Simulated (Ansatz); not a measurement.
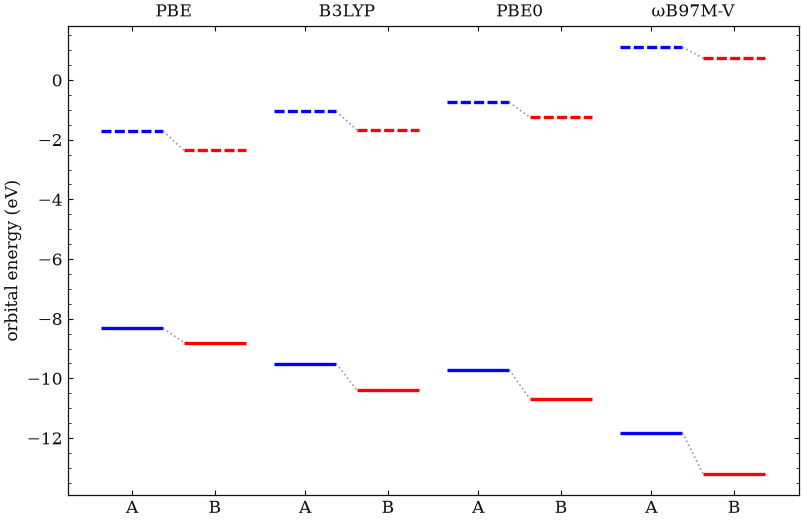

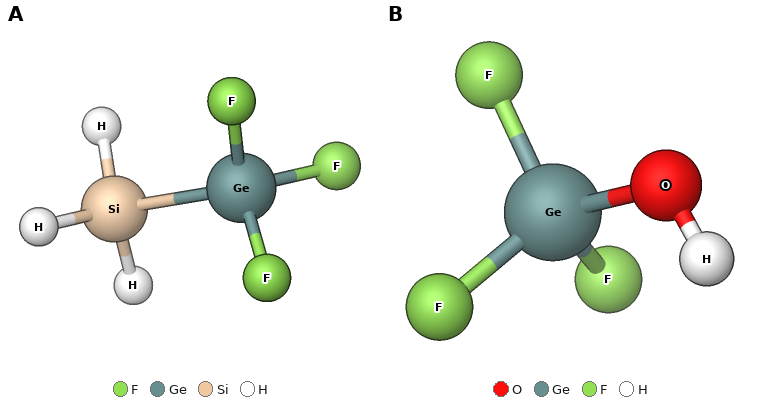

One change: A, GeSiH₃F₃ (SMILES [F][Ge]([F])([F])[SiH3]), becomes B, GeHOF₃ (SMILES [OH][Ge]([F])([F])[F]). SiH₃ on Ge is replaced by OH. HOMO (solid) and LUMO (dashed) computed in def2-TZVPP at PBE0-D4/def2-TZVP geometries, both minima by their frequencies, gas phase, the Ansatz code. Empty levels above zero depend strongly on the basis.

What does the change do to HOMO and LUMO?

PBE: the HOMO falls by 0.47 eV, the LUMO falls by 0.64 eV, and the separation goes from 6.61 to 6.45 eV. B3LYP: the HOMO falls by 0.90 eV, the LUMO falls by 0.63 eV, and the separation goes from 8.46 to 8.72 eV. PBE0: the HOMO falls by 0.98 eV, the LUMO falls by 0.51 eV, and the separation goes from 8.97 to 9.45 eV. ωB97M-V: the HOMO falls by 1.38 eV, the LUMO falls by 0.37 eV, and the separation goes from 12.93 to 13.94 eV.

Do the functionals agree on the effect?

They agree on the direction for both levels; the HOMO shift lies between −1.38 and −0.47 eV and the LUMO shift between −0.64 and −0.37 eV, while the separations themselves differ by up to 7.5 eV between functionals.
